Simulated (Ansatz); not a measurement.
# C9H17HfN: small, medium and large basis sets

Aim: see how fast density functionals converge with the basis set for C9H17HfN.

Computed with Ansatz 0.2.0, Gaussian basis. Level: one geometry, several basis sets.

Plan: PBE0-D4/def2-SVP; ωB97M-V/def2-SVP; PBE0-D4/def2-QZVPP; ωB97M-V/def2-QZVPP; the functionals' def2-TZVPP values are taken from earlier runs.

### Step 1. Structure used throughout

An earlier PBE0-D4 in a triple-zeta def2 set relaxation fixed the geometry. Hf takes the def2 core potential; no spin-orbit term is included.

28 atoms, charge 0, spin multiplicity 1.

Atoms are counted from 1 here; the program's logs count them from 0.

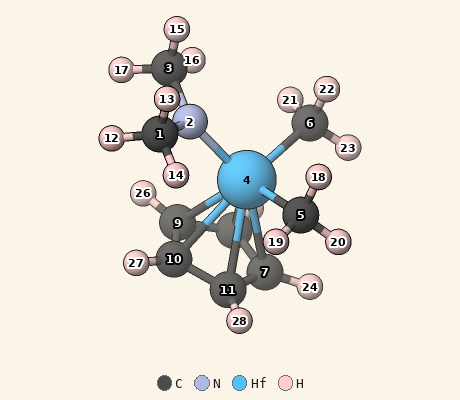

The structure; carbon dark grey, nitrogen light blue, hafnium blue, hydrogen pink; atoms are numbered from 1 in the order of the file.

### Step 2. PBE0-D4 in def2-SVP

Contents of in.yaml:

```yaml
crystal:
  periodic: [false, false, false]
  atoms:
    - {symbol: C, position_ang: [-1.289349, -0.400183, -2.419920]}
    - {symbol: N, position_ang: [-0.237206, 0.273489, -1.702642]}
    - {symbol: C, position_ang: [0.789967, 0.780988, -2.575723]}
    - {symbol: Hf, position_ang: [-0.106420, 0.263685, 0.329190]}
    - {symbol: C, position_ang: [-2.212494, 0.587583, 1.024257]}
    - {symbol: C, position_ang: [0.949211, 2.172237, 0.841657]}
    - {symbol: C, position_ang: [0.609448, -0.916257, 2.528173]}
    - {symbol: C, position_ang: [1.765371, -0.763856, 1.738246]}
    - {symbol: C, position_ang: [1.603177, -1.545369, 0.572296]}
    - {symbol: C, position_ang: [0.341425, -2.175729, 0.643974]}
    - {symbol: C, position_ang: [-0.273138, -1.782268, 1.853913]}
    - {symbol: H, position_ang: [-0.908089, -1.246692, -3.012155]}
    - {symbol: H, position_ang: [-1.806094, 0.278632, -3.114103]}
    - {symbol: H, position_ang: [-2.045749, -0.789914, -1.730973]}
    - {symbol: H, position_ang: [0.390587, 1.524511, -3.281019]}
    - {symbol: H, position_ang: [1.581775, 1.273581, -2.003037]}
    - {symbol: H, position_ang: [1.255456, -0.018681, -3.172743]}
    - {symbol: H, position_ang: [-2.592699, 1.484705, 0.515678]}
    - {symbol: H, position_ang: [-2.903134, -0.230412, 0.788649]}
    - {symbol: H, position_ang: [-2.287593, 0.766740, 2.102626]}
    - {symbol: H, position_ang: [1.996539, 2.215592, 0.520869]}
    - {symbol: H, position_ang: [0.421333, 2.988823, 0.328888]}
    - {symbol: H, position_ang: [0.935402, 2.397777, 1.913786]}
    - {symbol: H, position_ang: [0.416784, -0.423793, 3.470469]}
    - {symbol: H, position_ang: [2.621176, -0.150980, 1.977873]}
    - {symbol: H, position_ang: [2.314439, -1.641314, -0.235918]}
    - {symbol: H, position_ang: [-0.079627, -2.837307, -0.100014]}
    - {symbol: H, position_ang: [-1.250507, -2.085566, 2.197703]}
basis:
  gaussian: {orbitals: def2-SVP}
hamiltonian: {xc: pbe0, dispersion: d4}
output: {orbitals: {seedname: orbitals}}
```

Launch:

```console
$ ansatz run in.yaml --threads 11 --pin off --events-out ev --progress --plain --max-ram 110592MiB --backend cpu
```

The runs that follow: ωB97M-V in def2-SVP; PBE0-D4 in def2-QZVPP; ωB97M-V in def2-QZVPP.

Q: Predict the results of all the runs planned. Wanted: PBE0-D4: double and triple zeta above quadruple; ωB97M-V: double and triple zeta above quadruple.

The runs gave:

| quantity | value |
| --- | --- |
| PBE0-D4: double and triple zeta above quadruple | 13.08, 0.64 eV |
| ωB97M-V: double and triple zeta above quadruple | 13.75, 0.61 eV |

**Reading.** PBE0-D4 gains 12.44 eV from double to triple zeta, then 0.64 eV more. Total energies overstate the basis error of differences, where much of it tends to cancel. The LUMO of ωB97M-V is positive and keeps falling with the basis (1.52 to 0.92 eV): an unbound level that the basis holds in place.
